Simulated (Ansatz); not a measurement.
C3H5N: nudged elastic band

System: C3H5N.
Method: RKS B3LYP-D4/def2-SVP (Ansatz 0.2.0).

It belongs to a series of runs on one base structure; here: band between the two ends. Figures and captions count atoms from 1; the log counts them from 0 in places.

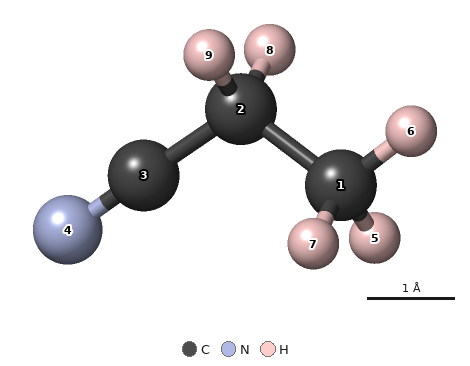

The starting structure (ball-and-stick view, seen at a tilt; atoms are numbered from 1 in the order of the input).

## The input
```yaml
crystal:
  periodic: [false, false, false]
  atoms:
    - { symbol: C, position_ang: [-0.400549, 0.829297, -0.442906] }
    - { symbol: C, position_ang: [-0.105026, -0.326697, 0.52384] }
    - { symbol: C, position_ang: [1.000183, -1.178284, 0.076729] }
    - { symbol: "N", position_ang: [1.8778, -1.83622, -0.296144] }
    - { symbol: H, position_ang: [-0.679852, 0.451712, -1.437755] }
    - { symbol: H, position_ang: [-1.233029, 1.436885, -0.057927] }
    - { symbol: H, position_ang: [0.477409, 1.481825, -0.560372] }
    - { symbol: H, position_ang: [-0.996038, -0.964023, 0.651807] }
    - { symbol: H, position_ang: [0.147402, 0.059204, 1.525728] }
basis:
  gaussian: { orbitals: def2-SVP }
hamiltonian:
  xc: b3lyp
  dispersion: d4
neb:
  order_check: false
  images: 6
  f_tol: 0.05
  max_iterations: 60
  initial_path: idpp
  climbing: false
  final_atoms:
    - { symbol: C, position_ang: [-0.39595553, 0.834848, -0.4367296] }
    - { symbol: C, position_ang: [-0.20386431, -0.44403885, 0.39134013] }
    - { symbol: C, position_ang: [1.14161601, -1.01060942, 0.26558678] }
    - { symbol: "N", position_ang: [2.21172512, -1.43940943, 0.15149221] }
    - { symbol: H, position_ang: [-1.41712143, 1.22082863, -0.29981767] }
    - { symbol: H, position_ang: [0.31320297, 1.61695047, -0.12720136] }
    - { symbol: H, position_ang: [-0.24143079, 0.63951258, -1.50835838] }
    - { symbol: H, position_ang: [-0.92879219, -1.21737863, 0.08637291] }
    - { symbol: H, position_ang: [-0.39107985, -0.24700436, 1.46031497] }
```

Hardware: 1 thread of Arm Neoverse V2, 24 GiB of memory available, shared host.

Launched with:
```bash
ansatz run input.yaml --threads 1 --pin off --max-ram 2048MiB --backend cpu --events-out ev --progress --plain --runs-dir out
```

## Output
```
Engine: ansatz 0.2.0, aarch64-unknown-linux-gnu
Functional definition: B3LYP
  parameter a0 = 0.2
  parameter ax = 0.72
  parameter ac = 0.81
  exchange = (1 - a0 - ax)*slater_x + ax*b88_x + a0*exact_x
  correlation = (1 - ac)*vwn_rpa_c + ac*lyp_c
928 factors; integrals over basis functions are off by at most 3.5e-4 eV
mean field evaluation 1: about -4672.2401 eV, gradient 5.2e1 eV
mean field evaluation 2: about -4667.0779 eV, gradient 7.1e1 eV
mean field evaluation 4: about -4678.7004 eV, gradient 3.0e0 eV
mean field evaluation 8: about -4678.7202 eV, gradient 4.3e-2 eV
mean field -4678.72021452 eV, -171.9397965333 hartree, gradient 6.6e-5 eV, S^2 0.000000; 0 other end points of the search recorded, 0 dependent functions left out
the calculation of the forces begins
reference -4678.72042560 eV, -171.9398042903 hartree; 15, 15 occupied and 66, 66 virtual orbitals, 928 factors
928 factors; integrals over basis functions are off by at most 6.6e-4 eV
mean field evaluation 16: about -4667.0761 eV, gradient 7.1e1 eV
mean field -4678.72020856 eV, -171.9397963141 hartree, gradient 7.0e-5 eV, S^2 0.000000; 0 other end points of the search recorded, 0 dependent functions left out
[... from here on the field's lines of each further geometry are left out, up to the last ...]
NEB iter   1: max|band force component| = 6.554e-1 eV/Å  barrier→ = 0.1546 eV  barrier← = 0.1546 eV  Δτ_max = 0.0585 Å  (187 SCF iters)
NEB iter   2: max|band force component| = 3.304e-1 eV/Å  barrier→ = 0.1308 eV  barrier← = 0.1308 eV  Δτ_max = 0.0087 Å  (147 SCF iters)
the calculation of the forces begins
reference -4678.69657582 eV, -171.9389278271 hartree; 15, 15 occupied and 66, 66 virtual orbitals, 928 factors
928 factors; integrals over basis functions are off by at most 3.5e-4 eV
mean field evaluation 256: about -4678.5952 eV, gradient 1.7e-1 eV
mean field -4678.59317448 eV, -171.9351278978 hartree, gradient 2.1e-5 eV, S^2 0.000000; 1 other end points of the search recorded, 0 dependent functions left out
the calculation of the forces begins
reference -4678.59338552 eV, -171.9351356534 hartree; 15, 15 occupied and 66, 66 virtual orbitals, 928 factors
NEB iter   3: max|band force component| = 4.457e-2 eV/Å  barrier→ = 0.1278 eV  barrier← = 0.1278 eV  Δτ_max = 0.0000 Å  (298 SCF iters)
```

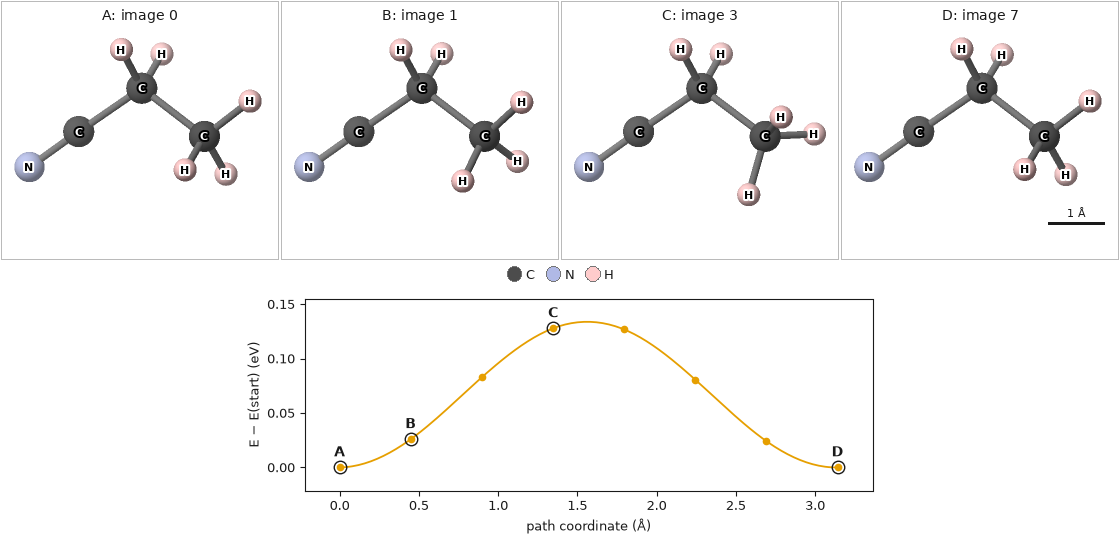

Images of the last band (counted from 0; ball-and-stick, seen at a tilt) above the energy along the path; the line is a cubic interpolation that uses the forces. The highest image is number 3, 0.128 eV above the start and 0.128 eV above the end; start and end have the same energy. The path is 3.14 Å long. The band converged in 3 iterations.

```
Total energy: -4678.79565150 eV, -171.9425687910 hartree
Atom 0 at    -0.438930     0.786860    -0.503519 Å, force    -0.004278     0.015681    -0.011875 eV/Å
Atom 1 at    -0.175092    -0.415532     0.436412 Å, force     0.022465    -0.032138     0.034353 eV/Å
Atom 2 at     1.179181    -0.962523     0.323908 Å, force    -0.026297     0.007335    -0.026894 eV/Å
Atom 3 at     2.258462    -1.371065     0.222568 Å, force     0.010454    -0.017713    -0.001641 eV/Å
Atom 4 at    -1.160209     0.524916    -1.290625 Å, force     0.021101    -0.012982    -0.017338 eV/Å
Atom 5 at    -0.848471     1.638724     0.057571 Å, force    -0.024908    -0.005980    -0.004565 eV/Å
Atom 6 at     0.484343     1.123391    -0.995126 Å, force     0.002730     0.021550     0.015540 eV/Å
Atom 7 at    -0.883941    -1.236625     0.240584 Å, force    -0.010930     0.011156     0.009108 eV/Å
Atom 8 at    -0.327043    -0.134447     1.491227 Å, force     0.009662     0.013091     0.003312 eV/Å
Dipole moment:    -0.735890     0.325413     0.034101 e Å
this run last wrote the band of iteration 3 to [file]
```

## The last band as extended XYZ (Å, eV, eV/Å)
```
9
Properties=species:S:1:pos:R:3:forces:R:3 image=0 energy=-4678.92324
C    -0.4005    0.8293   -0.4429   -0.0004   0.0003   0.0007
C    -0.1050   -0.3267    0.5238   -0.0017   0.0050  -0.0014
C     1.0002   -1.1783    0.0767    0.0096  -0.0052  -0.0022
N     1.8778   -1.8362   -0.2961   -0.0054   0.0014   0.0002
H    -0.6799    0.4517   -1.4378    0.0004  -0.0005  -0.0012
H    -1.2330    1.4369   -0.0579   -0.0019  -0.0002  -0.0001
H     0.4774    1.4818   -0.5604    0.0006  -0.0014   0.0014
H    -0.9960   -0.9640    0.6518   -0.0004  -0.0006   0.0005
H     0.1474    0.0592    1.5257   -0.0008   0.0011   0.0021
9
Properties=species:S:1:pos:R:3:forces:R:3 image=1 energy=-4678.89731
C    -0.4163    0.8140   -0.4625   -0.0055   0.0117  -0.0085
C    -0.1359   -0.3560    0.4951    0.0236  -0.0073   0.0272
C     1.0711   -1.1110    0.1478   -0.0350  -0.0219  -0.0284
N     2.0372   -1.6843   -0.1349   -0.0024  -0.0117  -0.0123
H    -0.8542    0.4600   -1.4075    0.0483  -0.0135  -0.0184
H    -1.1230    1.5184    0.0004   -0.0413  -0.0242  -0.0224
H     0.5069    1.3621   -0.7008   -0.0076   0.0317   0.0377
H    -0.9865   -1.0577    0.5170   -0.0052   0.0189   0.0224
H    -0.0110    0.0082    1.5283    0.0250   0.0163   0.0025
9
Properties=species:S:1:pos:R:3:forces:R:3 image=2 energy=-4678.84037
C    -0.4294    0.8003   -0.4835   -0.0065   0.0154  -0.0109
C    -0.1588   -0.3866    0.4658    0.0279  -0.0170   0.0408
C     1.1315   -1.0398    0.2313   -0.0404  -0.0192  -0.0443
N     2.1643   -1.5284    0.0403    0.0030  -0.0196  -0.0116
H    -1.0160    0.4869   -1.3592    0.0537  -0.0236  -0.0314
H    -0.9934    1.5867    0.0383   -0.0566  -0.0227  -0.0192
H     0.5083    1.2430   -0.8479    0.0024   0.0421   0.0439
H    -0.9489   -1.1509    0.3798   -0.0134   0.0228   0.0269
H    -0.1694   -0.0576    1.5179    0.0298   0.0218   0.0058
9
Properties=species:S:1:pos:R:3:forces:R:3 image=3 energy=-4678.79544
C    -0.4389    0.7869   -0.5035   -0.0043   0.0157  -0.0119
C    -0.1751   -0.4155    0.4364    0.0225  -0.0321   0.0344
C     1.1792   -0.9625    0.3239   -0.0263   0.0073  -0.0269
N     2.2585   -1.3711    0.2226    0.0105  -0.0177  -0.0016
H    -1.1602    0.5249   -1.2906    0.0211  -0.0130  -0.0173
H    -0.8485    1.6387    0.0576   -0.0249  -0.0060  -0.0046
H     0.4843    1.1234   -0.9951    0.0027   0.0215   0.0155
H    -0.8839   -1.2366    0.2406   -0.0109   0.0112   0.0091
H    -0.3270   -0.1344    1.4912    0.0097   0.0131   0.0033
9
Properties=species:S:1:pos:R:3:forces:R:3 image=4 energy=-4678.79649
C    -0.4451    0.7712   -0.5219   -0.0041   0.0155  -0.0115
C    -0.1857   -0.4422    0.4049    0.0163  -0.0473   0.0157
C     1.2121   -0.8800    0.4213   -0.0139   0.0391   0.0110
N     2.3221   -1.2115    0.4112    0.0148  -0.0071   0.0107
H    -1.2844    0.5701   -1.2025   -0.0196   0.0117   0.0164
H    -0.6925    1.6702    0.0604    0.0309   0.0071   0.0061
H     0.4355    1.0034   -1.1367   -0.0107  -0.0117  -0.0238
H    -0.7958   -1.3088    0.1024    0.0038  -0.0040  -0.0169
H    -0.4778   -0.2187    1.4440   -0.0175  -0.0032  -0.0076
9
Properties=species:S:1:pos:R:3:forces:R:3 image=5 energy=-4678.84271
C    -0.4483    0.7526   -0.5397   -0.0063   0.0146  -0.0100
C    -0.1914   -0.4682    0.3692    0.0143  -0.0507  -0.0009
C     1.2286   -0.7963    0.5188   -0.0124   0.0524   0.0416
N     2.3559   -1.0476    0.6085    0.0127   0.0040   0.0157
H    -1.3864    0.6226   -1.0983   -0.0351   0.0312   0.0441
H    -0.5288    1.6789    0.0473    0.0665   0.0069   0.0044
H     0.3632    0.8859   -1.2690   -0.0280  -0.0322  -0.0441
H    -0.6919   -1.3659   -0.0293    0.0173  -0.0103  -0.0319
H    -0.6126   -0.3084    1.3756   -0.0290  -0.0159  -0.0189
9
Properties=species:S:1:pos:R:3:forces:R:3 image=6 energy=-4678.89918
C    -0.4488    0.7320   -0.5592   -0.0052   0.0112  -0.0072
C    -0.1917   -0.4959    0.3297    0.0130  -0.0341  -0.0062
C     1.2288   -0.7158    0.6146   -0.0134   0.0338   0.0391
N     2.3577   -0.8796    0.8161    0.0062   0.0080   0.0100
H    -1.4626    0.6840   -0.9833   -0.0192   0.0280   0.0385
H    -0.3610    1.6659    0.0155    0.0517  -0.0012  -0.0041
H     0.2688    0.7768   -1.3914   -0.0302  -0.0244  -0.0290
H    -0.5778   -1.4107   -0.1496    0.0154  -0.0068  -0.0239
H    -0.7251   -0.4031    1.2907   -0.0183  -0.0145  -0.0173
9
Properties=species:S:1:pos:R:3:forces:R:3 image=7 energy=-4678.92323
C    -0.4413    0.7591   -0.5232   -0.0001   0.0003   0.0000
C    -0.1984   -0.4880    0.3393    0.0000  -0.0002   0.0002
C     1.2238   -0.7931    0.5166   -0.0004   0.0000  -0.0001
N     2.3539   -1.0139    0.6437    0.0007  -0.0007  -0.0012
H    -1.5215    0.9461   -0.6169    0.0005  -0.0012  -0.0010
H     0.0254    1.6482   -0.0737   -0.0015   0.0001   0.0002
H    -0.0245    0.6292   -1.5331    0.0014   0.0005   0.0013
H    -0.6828   -1.3715   -0.1092   -0.0006   0.0007   0.0013
H    -0.6462   -0.3624    1.3395    0.0001   0.0004  -0.0006
```

## Results in brief

| quantity | value |
| --- | --- |
| outcome | converged |
| barrier, forward | 0.128 eV |
| barrier, backward | 0.128 eV |
| wall time | 50 s |
| peak memory | 0.15 GiB |

## Notes

The order of the saddle point was not checked.
